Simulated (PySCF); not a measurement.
## Run report: HfH3O3, frequency calculation

- system: HfH3O3, multiplicity 2
- method: UKS-based PBE0, Hf def2-TZVP with ECP60, O def2-TZVP, H def2-TZVP; non-relativistic Hamiltonian with a scalar-relativistic core potential; density fitting (PySCF 2.14.0)

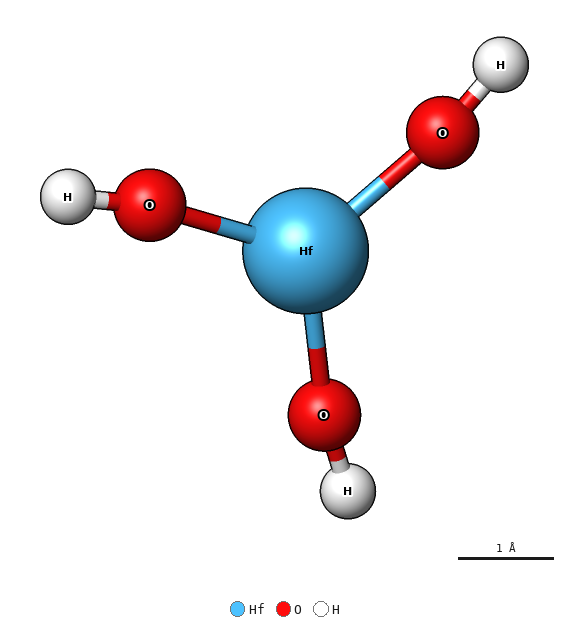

Figure 1. The input geometry (ball-and-stick view, seen at a tilt). Sticks mark near contacts. Bond lengths as drawn: Hf–O 1.92 Å and H–O 0.95 Å.

Input
```python
from pyscf import gto, scf, dft
mol = gto.M(atom='''
Hf     0.000000     0.000000    -0.000000
O      1.871105    -0.450373     0.000004
O     -0.545518     1.845611    -0.000001
O     -1.325587    -1.395238    -0.000003
H      2.820036    -0.510433     0.000006
H     -0.967970     2.697439    -0.000002
H     -1.852065    -2.187006    -0.000004''',
    basis={'Hf': 'def2-TZVP', 'O': 'def2-TZVP', 'H': 'def2-TZVP'},
    ecp={'Hf': 'def2-TZVP'},
    charge=0, spin=1)
mf = dft.UKS(mol, xc='PBE0')
mf.grids.atom_grid = (75, 302)
aux = {'Hf': 'def2-universal-JKFIT', 'O': 'def2-universal-JKFIT', 'H': 'def2-universal-JKFIT'}
mf = mf.density_fit(auxbasis=aux)
mf.conv_tol = 1e-09
mf.diis_space = 10
mf.max_cycle = 60
mf.verbose = 4
mf.kernel()
```

The script is an equivalent of the set-up of the self-consistent field. The run itself was carried out by a driver, which started from the orbitals of the step before it where there was one and computed the further properties.

Run on 4 threads of Arm Neoverse V2, 24 GiB of memory available, shared host.

Launched with:
```bash
OMP_NUM_THREADS=4 python axn.py task.json out
```

Output
```
init E= -275.50979194302
  alpha nocc = 20  HOMO = -0.166836756124273  LUMO = 0.0345988176311893
  beta  nocc = 19  HOMO = -0.323826082714425  LUMO = -0.0472501640289984
  HOMO = -0.166836756124  LUMO = -0.047250164029  gap/eV = 3.25412
cycle= 1 E= -275.509791943017  delta_E= 2.84e-12  |g|= 3.72e-06  |ddm|= 4.77e-06
  alpha nocc = 20  HOMO = -0.166835711176653  LUMO = 0.034599919197305
  beta  nocc = 19  HOMO = -0.323826722576558  LUMO = -0.0472493825433489
  HOMO = -0.166835711177  LUMO = -0.0472493825433  gap/eV = 3.25411
Extra cycle  E= -275.509791943004  delta_E= 1.32e-11  |g|= 6.66e-06  |ddm|= 7.33e-06
converged SCF energy = -275.509791943004  <S^2> = 0.75253661  2S+1 = 2.002535
```

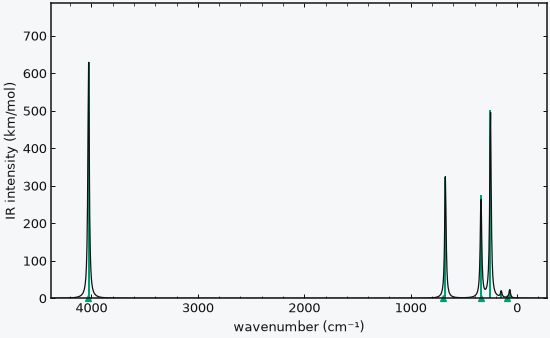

Figure 2. Harmonic infrared spectrum, unscaled: sticks (degenerate modes added up, dark ones marked on the axis) with a Lorentzian envelope of 16 cm⁻¹ full width, scaled to the tallest stick. 15 modes from 70 to 4030 cm⁻¹, none imaginary. The strongest line is at 4027 cm⁻¹ (629 km/mol). All modes, in cm⁻¹ (km/mol): 70 (23), 92 (0.0), 150 (8.5), 150 (8.5), 251 (251), 251 (251), 336 (0.0), 336 (0.0), 340 (276), 674 (162), 674 (162), 700 (0.0), 4027 (315), 4027 (315), 4030 (0.0).

Results in brief

| quantity | value |
| --- | --- |
| outcome | converged |
| total energy | −275.509792 hartree |
| ⟨S²⟩ | 0.753 |
| zero-point energy | 0.036690 hartree |
| dipole moment | 0.00 D |
| wavenumbers, lowest and highest | 70 and 4030 cm⁻¹ |
| wall time | 97 s (CPU time 5.4 min) |
| peak memory | 2.2 GiB |
